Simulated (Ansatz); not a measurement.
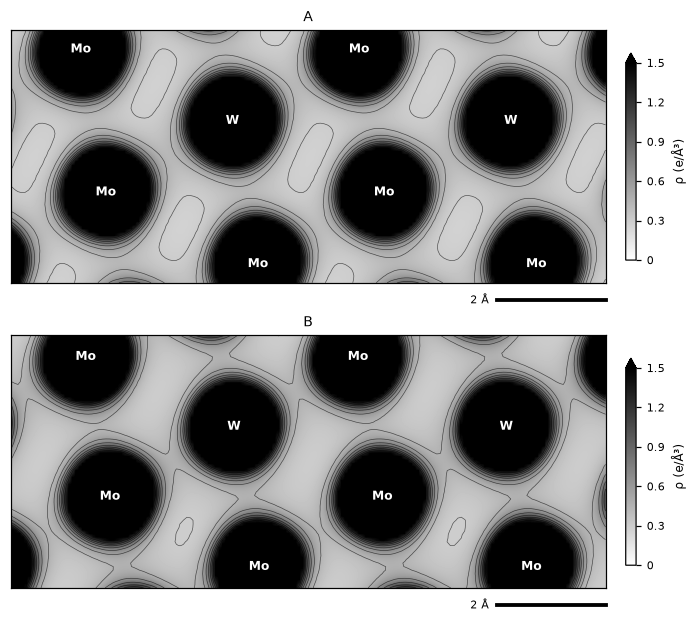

Mo2W. The valence electron density of two cells that differ in size, on the (11̄0) plane of each (indices in the axes of the calculation cell), at one length scale and on one colour scale; one has 14.0 and the other 14.9 Å³ an atom.

These are results of DFT PBE, scalar-relativistic, plane waves, PAW (Ansatz), not measurements.

Core electrons are frozen (PAW), and the valence fields are smoothed inside the atomic spheres.

> Which panel shows the smaller cell, and what does the compression change?

Panel B is the smaller cell, by 6 % in volume. From the larger cell to the smaller, Mo–W goes from 2.69 to 2.63 Å, and the density at its midpoint from 0.42 to 0.46 e/Å³; Mo–Mo goes from 2.68 to 2.62 Å, and the density at its midpoint from 0.4 to 0.44 e/Å³; the pressure goes from 19 to 46 GPa.
